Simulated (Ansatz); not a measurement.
**H2S2 (SMILES SS) at B3LYP/STO-3G**

What is the energy change on altering one bond length of H2S2 at B3LYP/STO-3G? 

The results are computed with Ansatz 0.2.0.

44 further runs of the same task are left out: 10 that didn't finish, 34 set aside as unsound or not needed.

### Step 1. The molecule

H2S2: 4 atoms, total charge 0, spin state singlet. SMILES: `SS`. The coordinates come from a PBE0-D4/def2-TZVP relaxation.

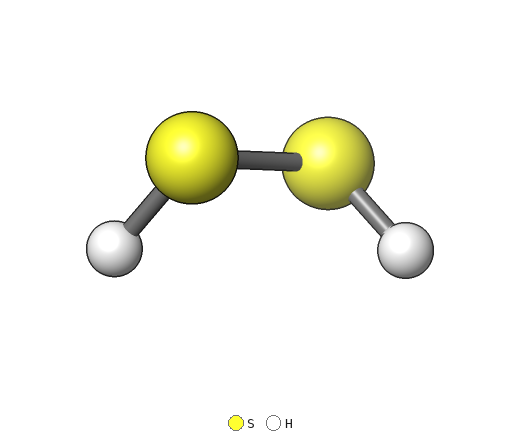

Viewed from a chosen angle; sulfur yellow, hydrogen white.

### Step 2. A single-point energy at B3LYP/STO-3G

Contents of in.yaml:

```yaml
crystal:
  periodic: [false, false, false]
  atoms:
    - {symbol: S, position_ang: [0.784480, -0.789210, 0.166690]}
    - {symbol: S, position_ang: [0.060220, 1.121560, 0.067360]}
    - {symbol: H, position_ang: [-0.225420, -1.352590, 0.856880]}
    - {symbol: H, position_ang: [-0.619290, 1.020250, -1.090950]}
basis:
  gaussian: {orbitals: STO-3G}
magnetization: {spin_polarized: false}
hamiltonian: {xc: {name: B3LYP}}
accuracy: high
```

On the command line:

```
$ ansatz run in.yaml --threads 1 --pin off --max-ram 3480MiB --events-out events.jsonl --progress --plain --runs-dir runs
```

The program printed:

```text
Warning: RAYON_NUM_THREADS=1 ignored (pool sized by the plan → 1); use --threads N
Functional definition: B3LYP
  name "B3LYP"
  parameter a0 = 0.2
  parameter ax = 0.72
  parameter ac = 0.81
  exchange = (1 - a0 - ax)*slater_x + ax*b88_x + a0*exact_x
  correlation = (1 - ac)*vwn_rpa_c + ac*lyp_c
344 factors; integrals over basis functions are off by at most 1.3e-8 eV
mean field evaluation 1: about -21462.3573 eV, gradient 4.6e0 eV
mean field evaluation 2: about -21462.4728 eV, gradient 1.2e0 eV
mean field evaluation 4: about -21462.4797 eV, gradient 1.5e-2 eV
mean field evaluation 8: about -21462.4741 eV, gradient 2.5e-4 eV
mean field -21462.47411072 eV, -788.7313757816 hartree, gradient 1.6e-8 eV, S^2 0.000000; 0 other end points of the search recorded, 0 dependent functions left out
reference -21462.47413499 eV, -788.7313766736 hartree; 17, 17 occupied and 3, 3 virtual orbitals, 344 factors
Total energy: -21462.47413499 eV, -788.7313766736 hartree
```

It took 0.48 s on 1 thread of Intel Xeon 6975P-C (Granite Rapids), shared host.

### Step 3. The distorted shape, same level

Contents of input.yaml:

```yaml
crystal:
  periodic: [false, false, false]
  atoms:
    - {symbol: S, position_ang: [0.965545, -1.266903, 0.191523]}
    - {symbol: S, position_ang: [0.060220, 1.121560, 0.067360]}
    - {symbol: H, position_ang: [-0.044355, -1.830283, 0.881713]}
    - {symbol: H, position_ang: [-0.619290, 1.020250, -1.090950]}
basis:
  gaussian: {orbitals: STO-3G}
accuracy: high
hamiltonian: {xc: {name: B3LYP}}
```

On the command line:

```
$ ansatz run input.yaml --threads 1 --pin off --max-ram 3480MiB --events-out events.jsonl --progress --plain --runs-dir runs
```

The program printed, shortened:

```text
Warning: RAYON_NUM_THREADS=1 ignored (pool sized by the plan → 1); use --threads N
[... 7 set-up lines as earlier in the session ...]
328 factors; integrals over basis functions are off by at most 2.0e-8 eV
mean field evaluation 1: about -21461.1306 eV, gradient 4.4e0 eV
mean field evaluation 2: about -21461.2181 eV, gradient 2.1e0 eV
mean field evaluation 4: about -21461.2390 eV, gradient 2.1e-1 eV
mean field evaluation 8: about -21461.2161 eV, gradient 2.2e-3 eV
mean field -21461.21609921 eV, -788.6851447111 hartree, gradient 1.0e-8 eV, S^2 0.000000; 0 other end points of the search recorded, 0 dependent functions left out
reference -21461.21612458 eV, -788.6851456435 hartree; 17, 17 occupied and 3, 3 virtual orbitals, 328 factors
Total energy: -21461.21612458 eV, -788.6851456435 hartree
```

Run time: 0.48 s. Hardware: 1 thread of Intel Xeon 6975P-C (Granite Rapids), shared host.

### Step 4. Summary of results

Level: B3LYP/STO-3G.

| quantity | value |
| --- | --- |
| first shape: total energy | -788.73138 Eh |
| distorted shape: total energy | -788.68515 Eh |
| energy change with the S1–S2 bond stretched from 2.046 to 2.557 Å | 1.258 eV |

With the S1–S2 bond stretched from 2.046 to 2.557 Å the energy rises by 1.26 eV (121 kJ/mol). The first shape isn't relaxed at this level, so the change isn't measured from a minimum. The minimal basis adds a large error of its own.
